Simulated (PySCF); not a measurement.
System: C$_{4}$H$_{7}$S (SMILES C/C=C\C[S-]) (charge −1).

```yaml
atoms:
  - { symbol: C, position_ang: [-2.3083, 0.0625, 0.2476] }
  - { symbol: C, position_ang: [-1.4687, 1.1184, 0.7967] }
  - { symbol: C, position_ang: [-0.0973, 1.1109, 0.7519] }
  - { symbol: C, position_ang: [0.8173, 0.2276, 0.0416] }
  - { symbol: S, position_ang: [2.2610, 0.0042, 1.1200] }
  - { symbol: H, position_ang: [-2.5540, -0.0534, -0.8022] }
  - { symbol: H, position_ang: [-3.3074, -0.1230, 0.7675] }
  - { symbol: H, position_ang: [-1.9150, -0.8895, 0.3496] }
  - { symbol: H, position_ang: [-1.8766, 1.9209, 1.4230] }
  - { symbol: H, position_ang: [0.4428, 1.9278, 1.2874] }
  - { symbol: H, position_ang: [1.2438, 0.6455, -0.8707] }
  - { symbol: H, position_ang: [0.4849, -0.7494, -0.1989] }
```

Geometry: GFN2-xTB, MD frame at 250 fs, 600 K.

These are results of PySCF 2.14.0, PBE0/pcSseg-1, SCF density, gas phase, non-relativistic, not measurements.

Question: What can the converged electron density and electron localisation function tell about the bonding?

Answer: C–C (1.37 Å): ρ at the midpoint is about 2.1 e/Å³; the ELF peaks at about 0.95 between the atoms: a covalent bond.
C–H (1.06 Å): ρ is about 2.1 e/Å³ halfway; the ELF climbs to about 1 towards the hydrogen, as it does in any bond to H; a covalent bond by its length.
C–C (1.46 Å): ρ at the midpoint is about 1.9 e/Å³; the ELF peaks at about 0.95 between the atoms; localised, covalent bonding.

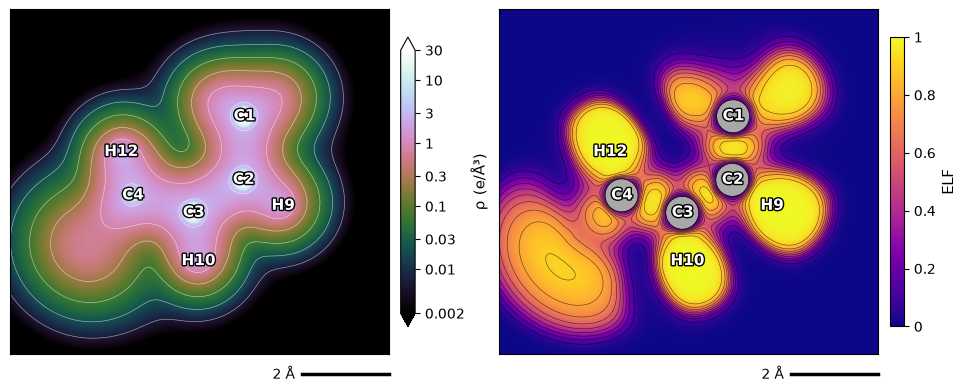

Computed electron density and electron localisation function on the plane of atoms C1, C2 and C3, in this order. Grey discs cover the atomic cores in the ELF map. 
